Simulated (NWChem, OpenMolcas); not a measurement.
# How methods differ on BBrCl2 (SMILES ClB(Cl)Br)

The species is BBrCl2 (4 atoms), meant as a singlet with charge 0. As SMILES, `ClB(Cl)Br`. The shape is that of a PBE0-D4/def2-TZVP optimisation.

```xyz
4

Cl    0.5821    0.6660    1.5108
B     0.0372   -0.0381    0.0221
Cl    0.4443   -1.6792   -0.3656
Br   -1.0081    0.9911   -1.1876
```

Quantity: the vertical ionisation energy (to the doublet cation), in eV. The values are calculated.

| level | kind | program | value (eV) | less CCSD(T)/cc-pVDZ |
| --- | --- | --- | --- | --- |
| HF/cc-pVDZ | Hartree–Fock | OpenMolcas | 10.49 | -0.35 |
| BLYP/cc-pVDZ | GGA | OpenMolcas | 10.13 | -0.71 |
| PBE0/cc-pVDZ | global hybrid | NWChem | 10.87 | +0.03 |
| B3LYP/cc-pVDZ | global hybrid | NWChem | 10.73 | -0.11 |
| MP3/cc-pVDZ | perturbation theory | NWChem | 11.02 | +0.18 |
| CCSD(T)/cc-pVDZ | coupled cluster or CI | NWChem | 10.84 | 0.00 |
| CCSD(T)/cc-pVDZ, open shells restricted | coupled cluster or CI | OpenMolcas | 10.83 | -0.01 |
| CCSD/cc-pVDZ | coupled cluster or CI | NWChem | 10.90 | +0.06 |

Differences are taken from CCSD(T)/cc-pVDZ for orientation; it has basis-set and higher-order errors of its own. All-electron rows without a relativistic Hamiltonian named are non-relativistic. Spin-orbit coupling, which can split open shells on such heavy atoms by tenths of an eV, is left out. The values span 10.13 to 11.02 eV. In the correlated wave-function rows the outer d shell of Br is correlated, in sets not made for it.

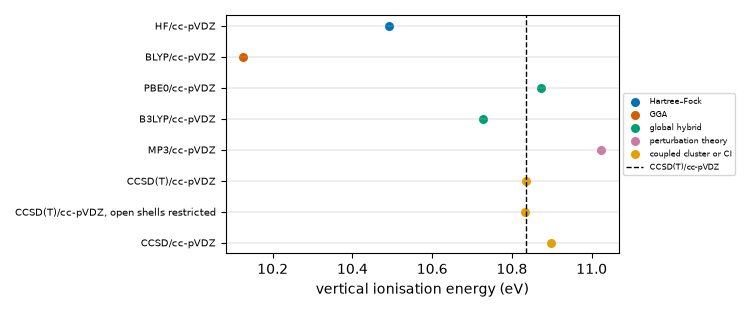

The values of the table, level by level.
